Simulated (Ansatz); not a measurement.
# How well the gap of WS2 (Tungstenite) can be computed, part 2 of 2

Aim: a best estimate of the quasiparticle gap of WS2 (Tungstenite), with each correction and its cost laid out.

Ansatz 0.2.0; density functionals, hybrids, G0W0, plane waves, PAW. Known limits of the many-body steps: not at the basis limit; no spin-orbit coupling.

So far. Step 7 (G0W0, 9×9×2 mesh, 631 empty bands, screening to 190 eV …): Against the run with 9×9×2 mesh, 277 empty bands, screening to 110 eV, hard PAW files, the gap moves by +0.04 eV.

In doubt: masses and optical values from hybrid runs of this build are listed as unsure (step 10), which bears on the screening that GW takes from such a start.

### 8. G0W0, 9×9×2 mesh, 1068 empty bands, screening to 270 eV, hard PAW files

Level of this step: G0W0 on PBE, plane waves, PAW (Ansatz).

input.yaml reads:

```yaml
crystal:
  lattice:
    - [3.1532, 0.0, 0.0]
    - [-1.5766, 2.7307513032, 0.0]
    - [0.0, 0.0, 12.323]
  atoms:
    - { symbol: W, position: [0.3333333333, 0.6666666667, 0.25] }
    - { symbol: W, position: [0.6666666667, 0.3333333333, 0.75] }
    - { symbol: S, position: [0.3333333333, 0.6666666667, 0.6225] }
    - { symbol: S, position: [0.6666666667, 0.3333333333, 0.1225] }
    - { symbol: S, position: [0.3333333333, 0.6666666667, 0.8775] }
    - { symbol: S, position: [0.6666666667, 0.3333333333, 0.3775] }
kpoints:
  mp_grid: { grid: [9, 9, 2] }
hamiltonian:
  xc: pbe
  pseudopotentials: { kind: paw, source: ansatz }
scf:
  occupations: { method: fixed }
gw:
  n_empty_bands: 1068
  ecut_chi: 270.0
  qp_bands: [v2, c2]
  qp_kpoints: band_edges
  screening: { model: contour_deformation }
```

Launch:

```bash
ansatz run input.yaml --threads 3 --pin off --max-ram 92160MiB --backend cuda --events-out ev --progress --plain --runs-dir out --devices 1 --max-vram 13GiB  # rebuilt from the run's record
```

Numbers of over 12 decimals in the logs are rounded to 6 here.

Output:

```text
GPUs: using 1 of 1 available (devices: 1).
[...]
GPU FFT provider: cuFFT
GPU libraries: cuBLAS 13.8.2, cuFFT 12.4.0, cuSOLVER 12.3.4
Crystal: 6 atoms, lattice volume = 106.108 Å³
Basis set: ecut = 760 eV, 5029 PW (Γ)
Bands: 48, of which v1, the nominal top of the filled ones, is band 40 counted from 1 (39 counted from 0)
Symmetry: 24 space group operations
[...]
k-points: 24 of 162
[...]
GPU buffer pool allocated for 128000 grid points (all kernels)
[...]
SCF iter   1: F=—  HF=-39376.198368 eV  |F-HF|=—  |Δ(HF+E_count)|=         —  Δρ=4.14e-2  dr2=3.56e0  ethr=3.10e-3  ⟨swp⟩=5.3  Hψ=4397  notcnv=0  defer=37
[...]
SCF iter   9: F=-39375.324734 eV  HF=-39375.324734 eV  |F-HF|=3.38e-8  |Δ(HF+E_count)|=   1.24e-6  Δρ=4.77e-6  dr2=2.66e-8  ethr=1.25e-10  ⟨swp⟩=9.5  Hψ=5679  notcnv=0
SCF 1 converged in 9 iterations: F = -39375.324734 eV  dr2 = 2.66e-8
[...]
G₀W₀ screening: q 1/24
[... further progress lines ...]
[...]
SCF converged after 9 iterations
Free energy (F): -39375.324734 eV
[...]
Internal energy: -39375.324734 eV  (E = F + TS)
E sigma→0 (E₀):  -39375.324734 eV
Fermi energy:    13.325146 eV
[...]
--- Band table (eV; the first three rows and the last of 24) ---
  k-point 0: bands = [... 36 lower, 11.1362, 11.8129, 12.0993, 13.3251, 15.6359, 15.6359, 15.6463, 15.6463, ... 4 higher]
  k-point 1: bands = [... 36 lower, 11.1094, 11.1094, 13.0072, 13.0072, 15.6284, 15.6284, 15.6284, 15.6284, ... 4 higher]
  k-point 2: bands = [... 36 lower, 11.1176, 11.9936, 12.1144, 12.9292, 15.2965, 15.4932, 15.4946, 15.6015, ... 4 higher]
  k-point 23: bands = [... 36 lower, 10.2163, 10.2163, 12.6724, 12.6724, 14.6268, 14.6268, 15.9095, 15.9095, ... 4 higher]
[...]
0    39     12.0993   -18.2773     0.7886   -16.9836  0.7501    11.5898    11.5942  root
     0    40     13.3251   -19.4632     0.1764   -18.8091  0.7555    12.8454    12.8474  root
     0    41     15.6359   -13.8058    -4.5498   -18.4318  0.7580    15.7121    15.7120  root
     0    42     15.6359   -13.8058    -4.5498   -18.4318  0.7580    15.7121    15.7120  root
     1    39     13.0072   -19.1897     0.4683   -18.2135  0.7561    12.4966    12.4993  root
     1    40     13.0072   -19.1897     0.4683   -18.2135  0.7561    12.4966    12.4993  root
     1    41     15.6284   -13.7626    -4.5247   -18.3558  0.7574    15.6970    15.6970  root
     1    42     15.6284   -13.7626    -4.5247   -18.3558  0.7574    15.6970    15.6970  root
     2    39     12.1144   -18.5446     0.7882   -17.2559  0.7503    11.6097    11.6139  root
     2    40     12.9292   -19.3193     0.3921   -18.4439  0.7551    12.4435    12.4459  root
     2    41     15.2965   -13.6578    -4.3193   -17.9561  0.7524    15.2755    15.2754  root
     2    42     15.4932   -13.7343    -4.6052   -18.4075  0.7627    15.5613    15.5612  root
     3    39     12.7572   -19.2342     0.6052   -18.1199  0.7550    12.2453    12.2482  root
     3    40     12.7572   -19.2342     0.6052   -18.1199  0.7550    12.2453    12.2482  root
     3    41     15.4131   -13.7554    -4.4067   -18.1652  0.7532    15.4162    15.4162  root
     3    42     15.4131   -13.7554    -4.4067   -18.1652  0.7532    15.4162    15.4162  root
     4    39     11.8747   -18.9779     0.9423   -17.5424  0.7478    11.3774    11.3815  root
     4    40     12.0090   -19.0672     0.8778   -17.6925  0.7499    11.5081    11.5120  root
     4    41     14.6798   -13.1845    -4.1699   -17.3078  0.7627    14.6333    14.6332  root
     4    42     15.2076   -14.3589    -4.3211   -18.6773  0.7511    15.2049    15.2049  root
    10    39     12.0248   -19.0422     0.8703   -17.6767  0.7488    11.5257    11.5297  root
    10    40     12.2886   -19.2226     0.7227   -18.0079  0.7519    11.7932    11.7966  root
    10    41     14.6731   -13.2355    -4.0628   -17.2524  0.7624    14.6272    14.6272  root
    10    42     15.2765   -14.0270    -4.3713   -18.3944  0.7519    15.2727    15.2727  root
[...]
22    39     12.5806   -18.5907     0.2573   -17.8526  0.7598    12.0974    12.0998  root
    22    40     12.7878   -19.0861     0.1501   -18.4675  0.7593    12.3173    12.3193  root
    22    41     14.6266   -15.8704    -4.0915   -19.9275  0.7568    14.5923    14.5922  root
    22    42     14.6266   -15.8704    -4.0915   -19.9275  0.7568    14.5923    14.5922  root
    23    39     12.6724   -18.7752     0.2014   -18.0993  0.7598    12.1957    12.1979  root
    23    40     12.6724   -18.7752     0.2014   -18.0993  0.7598    12.1957    12.1979  root
    23    41     14.6268   -15.8757    -4.0917   -19.9331  0.7568    14.5924    14.5924  root
    23    42     14.6268   -15.8757    -4.0917   -19.9331  0.7568    14.5924    14.5924  root
```

Wall time 8 min (1 × NVIDIA H100 80GB HBM3 (shared by 6 runs) with 3 threads of AMD EPYC 7R13 (Zen 3), shared host); peak memory 9 GiB; 15 min of CPU time.

Numbers from this step:

```
bands summed                                 : 1108
RPA ε∞ on this mesh (eigenvalues)            : 5.894, 13.30, 13.30
plane waves in the screening matrix          : 1071
q-points in the mesh                         : 162
G0W0 gap on the mesh                         : 1.510 eV
k of the valence top                         : 0, 0, 0
k of the conduction bottom                   : 0.1111, 0.2222, 0
starting gap on the mesh                     : 1.083 eV
Z at the valence top                         : 0.7555
Z at the conduction bottom                   : 0.7659
least direct G0W0 gap on the computed points : 2.273 eV
```

Against the run with 9×9×2 mesh, 631 empty bands, screening to 190 eV, hard PAW files, the gap moves by +0.014 eV.

Limits: finite bands, cutoff and mesh; no spin-orbit coupling. v1 is the top filled band, c1 the lowest empty one. The levels before and after the correction (eV, zero at the valence-band top of each column):

```tsv
	conduction bottom	valence top
Kohn-Sham	1.08	0.00
G0W0	1.51	0.00
```

```tsv
	level	occupation	energy (eV)
Kohn-Sham	Γ v2	2	-1.226
Kohn-Sham	Γ v1	2	0.000
Kohn-Sham	Γ c1-c2	0	2.311
Kohn-Sham	(0.111 0.222 0) v2	2	-1.613
Kohn-Sham	(0.111 0.222 0) v1	2	-1.539
Kohn-Sham	(0.111 0.222 0) c1	0	1.083
Kohn-Sham	(0.111 0.222 0) c2	0	1.876
G0W0	Γ v2	2	-1.253
G0W0	Γ v1	2	0.000
G0W0	Γ c1-c2	0	2.865
G0W0	(0.111 0.222 0) v2	2	-1.642
G0W0	(0.111 0.222 0) v1	2	-1.562
G0W0	(0.111 0.222 0) c1	0	1.510
G0W0	(0.111 0.222 0) c2	0	2.361
```

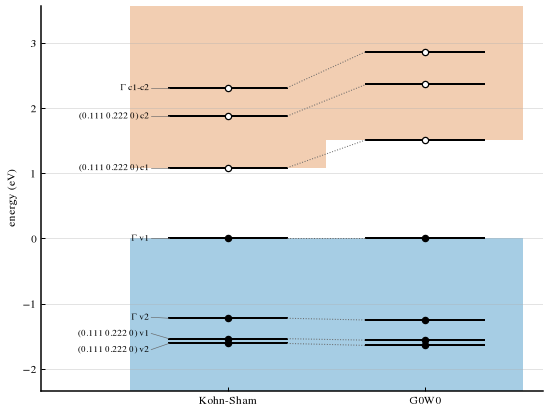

Levels before and after the correction. Shaded: valence and conduction bands. Filled marks are occupied levels, open marks empty ones.

The parts of the quasiparticle energy at the two band edges (eV; QP = start + Σx + Σc − Vxc):

```tsv
run	edge	start	Σx	Σc	Vxc	Z	QP
317 bands	valence top	13.33	-19.46	0.55	-18.81	0.76	13.22
317 bands	conduction bottom	14.41	-13.19	-3.71	-17.17	0.77	14.68
671 bands	valence top	13.33	-19.46	0.29	-18.81	0.76	12.96
671 bands	conduction bottom	14.41	-13.19	-3.93	-17.17	0.77	14.45
1108 bands	valence top	13.33	-19.46	0.18	-18.81	0.76	12.85
1108 bands	conduction bottom	14.41	-13.19	-4.03	-17.17	0.77	14.36
```

### 9. G0W0@PBE, 12×12×2 mesh, 277 empty bands, screening to 110 eV, hard PAW files

Only the mesh changes. It samples the long-range screening, which converges on its own terms. Bands and cutoff differ from the step before, so it is read against an earlier run that matches them.

input.yaml, as its differences from that of step 8:

```diff
@@ -13,3 +13,3 @@
 kpoints:
-  mp_grid: { grid: [9, 9, 2] }
+  mp_grid: { grid: [12, 12, 2] }
 hamiltonian:
@@ -20,4 +20,4 @@
 gw:
-  n_empty_bands: 1068
-  ecut_chi: 270.0
+  n_empty_bands: 277
+  ecut_chi: 110.0
   qp_bands: [v2, c2]
```

Output:

```text
GPUs: using 1 of 1 available (devices: 1).
[...]
GPU FFT provider: cuFFT
GPU libraries: cuBLAS 13.8.2, cuFFT 12.4.0, cuSOLVER 12.3.4
Crystal: 6 atoms, lattice volume = 106.108 Å³
Basis set: ecut = 760 eV, 5029 PW (Γ)
Bands: 48, of which v1, the nominal top of the filled ones, is band 40 counted from 1 (39 counted from 0)
Symmetry: 24 space group operations
[...]
k-points: 38 of 288
[...]
1    42     15.6285   -13.7702    -4.1671   -18.3558  0.7595    16.0498    16.0470  root
[...]
37    39     12.6723   -18.7432     0.5186   -18.0993  0.7631    12.5469    12.5471  root
    37    40     12.6723   -18.7432     0.5186   -18.0993  0.7631    12.5469    12.5471  root
    37    41     14.6269   -15.9087    -3.6741   -19.9331  0.7620    14.9787    14.9773  root
    37    42     14.6269   -15.9087    -3.6741   -19.9331  0.7620    14.9787    14.9773  root
[key lines of the parts left out:]
SCF converged after 9 iterations
Free energy (F): -39375.325041 eV
Fermi energy:    13.325212 eV
```

Run time: 7.8 min. Hardware: 1 × NVIDIA H100 80GB HBM3 (shared by 6 runs) with 3 threads; peak memory 2.9 GiB; 14 min of CPU time.

Numbers from this step:

```yaml
bands_summed: 317
rpa_eps_infinity_on_this_mesh_eigenvalues: 5.904, 13.32, 13.32
plane_waves_in_the_screening_matrix: 291
g0w0_gap_on_the_mesh: 1.339 eV
k_of_the_valence_top: 0, 0, 0
k_of_the_conduction_bottom: 0.1667, 0.1667, 0
starting_gap_on_the_mesh: 0.9772 eV
least_direct_g0w0_gap_on_the_computed_points: 2.296 eV
```

Against the run with 9×9×2 mesh, 277 empty bands, screening to 110 eV, hard PAW files, the gap moves by −0.12 eV, while the start moved by −0.11 eV. A band edge is found at another k point on this mesh.

### 10. G0W0@HSE06, 9×9×2 mesh, 631 empty bands, screening to 190 eV, hard PAW files

One-shot GW remembers its start. Another functional's orbitals and levels show by how much. Bands and cutoff differ from the step before, so it is read against an earlier run that matches them.

This step: G0W0 on HSE06, plane waves, PAW.

input.yaml, as its differences from that of step 9:

```diff
@@ -13,5 +13,5 @@
 kpoints:
-  mp_grid: { grid: [12, 12, 2] }
+  mp_grid: { grid: [9, 9, 2] }
 hamiltonian:
-  xc: pbe
+  xc: hse06
   pseudopotentials: { kind: paw, source: ansatz }
@@ -20,4 +20,4 @@
 gw:
-  n_empty_bands: 277
-  ecut_chi: 110.0
+  n_empty_bands: 631
+  ecut_chi: 190.0
   qp_bands: [v2, c2]
```

Output:

```text
GPUs: using 1 of 1 available (devices: 1).
[...]
GPU FFT provider: cuFFT
GPU libraries: cuBLAS 13.8.2, cuFFT 12.4.0, cuSOLVER 12.3.4
Crystal: 6 atoms, lattice volume = 106.108 Å³
Basis set: ecut = 760 eV, 5029 PW (Γ)
Bands: 48, of which v1, the nominal top of the filled ones, is band 40 counted from 1 (39 counted from 0)
Symmetry: 24 space group operations
[...]
k-points: 24 of 162
[...]
1    41     15.9873   -13.5983    -4.3290   -17.8592  0.7815    15.9192    15.9191  root
     1    42     15.9873   -13.5983    -4.3290   -17.8592  0.7815    15.9192    15.9191  root
[...]
23    39     12.3088   -18.6393     0.2496   -18.2215  0.7850    12.1405    12.1407  root
    23    40     12.3088   -18.6393     0.2496   -18.2215  0.7850    12.1405    12.1407  root
    23    41     14.7585   -15.6944    -3.8631   -19.5184  0.7822    14.7195    14.7194  root
    23    42     14.7585   -15.6944    -3.8631   -19.5184  0.7822    14.7195    14.7194  root
[key lines of the parts left out:]
Free energy (F): -39378.623603 eV
Fermi energy:    12.990815 eV
```

It took 9.4 min on 1 × NVIDIA H100 80GB HBM3 (shared by 6 runs) with 3 threads; peak memory 9.5 GiB; 16 min of CPU time.

Numbers from this step:

```
bands summed                                 : 671
RPA ε∞ on this mesh (eigenvalues)            : 4.965, 10.74, 10.74
plane waves in the screening matrix          : 663
G0W0 gap on the mesh                         : 1.699 eV
k of the valence top                         : 0, 0, 0
k of the conduction bottom                   : 0.1111, 0.2222, 0
starting gap on the mesh                     : 1.617 eV
least direct G0W0 gap on the computed points : 2.454 eV
```

Against the run with 9×9×2 mesh, 631 empty bands, screening to 190 eV, hard PAW files on PBE, the gap moves by +0.20 eV, while the start moved by +0.53 eV.

### 11. The ladder

Times are wall times on 1 × NVIDIA H100 80GB HBM3 (shared by 6 runs) with 3 threads of AMD EPYC 7R13 (Zen 3), shared host, good to a factor of about two. G0W0 rows are gaps on the mesh, lowered by the amount that the mesh misses the start's edges, a rough step that assumes the same correction there.

```tsv
level	gap (eV)	least direct gap (eV)	time
PBE	0.98	1.84	7.8 s
PBE+SOC	0.93	1.65	7.2 s
HSE06	1.50	2.33	33 s
HSE06+SOC	1.45	2.13	65 s
G0W0@PBE (277 empty bands, hard PAW)	1.35	-	1.7 min
G0W0@PBE (631 empty bands, hard PAW)	1.39	-	5.3 min
G0W0@PBE (1068 empty bands, hard PAW)	1.40	-	8 min
G0W0@PBE (277 empty bands, 12×12×2, hard PAW)	1.34	-	7.8 min
G0W0@HSE06 (631 empty bands, hard PAW)	1.58	-	9.4 min
```

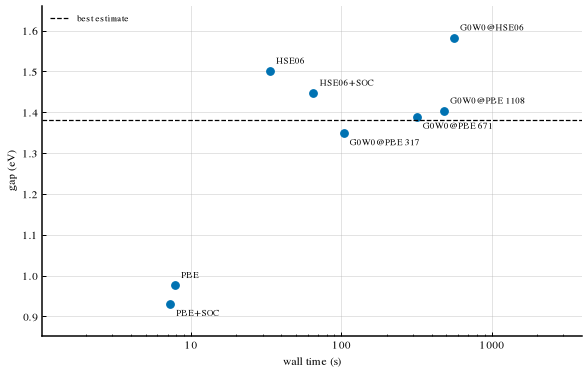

Result against wall time.

### 12. Adding up the best estimate

```tsv
term	eV	running total (eV)
G0W0 on the mesh, top rung	1.510	1.510
to the limit, by a line in one over the bands through the two top rungs	+0.022	1.532
band edges off the mesh (read on other files, so rough)	−0.107	1.425
spin-orbit change, from PBE	−0.045	1.380
```

Changes that are not added in, each against a run with equal bands and cutoff:

```tsv
change	eV
start HSE06	+0.20
```

### 13. Outcome

```yaml
pbe_gap: 0.98 eV, indirect
hse06: 1.50 eV
g0w0_top_rung_on_the_mesh: 1.51 eV
best_estimate_g0w0_pbe_with_spin_orbit_change: 1.38 eV
gw_settings_of_the_top_rung: 9×9×2 mesh, 1068 empty bands, screening to 270 eV, hard PAW files
known_limits: one-shot GW, static lattice
```

**Reading.** The best estimate for G0W0@PBE is 1.38 eV, indirect by PBE+SOC, against 0.93 eV at the start (both with spin-orbit coupling). The pair of rungs below gives a limit +0.00 eV away. The term for edges off the mesh assumes that the correction there equals that on the mesh, which is rough. Of the changes left open the largest, +0.20 eV, comes from starting at HSE06. Among the functionals HSE06 comes nearest: +0.08 eV from the estimate without its spin-orbit term (1.43 eV). All runs took 34 min, 94 % of it in G0W0.

[Paths, hosts, dates, memory and timing lines, banners, echoed tables and standing remarks are left out of the program output.]

[Logs are printed without paths, hosts, clocks, repeated set-up lines and the standing remarks that a program may print on its own settings, such as how far it seeks lower states.]

[Runs of the session that timed out or met a known fault of the program may be left out.]

[Cells called generated may have been cut or substituted from an entry of the Crystallography Open Database or the Materials Project.]

[Hosts, paths, dates, database ids (printed as entryN), source tags and the programs' standing remarks are cut or masked in the printed files.]
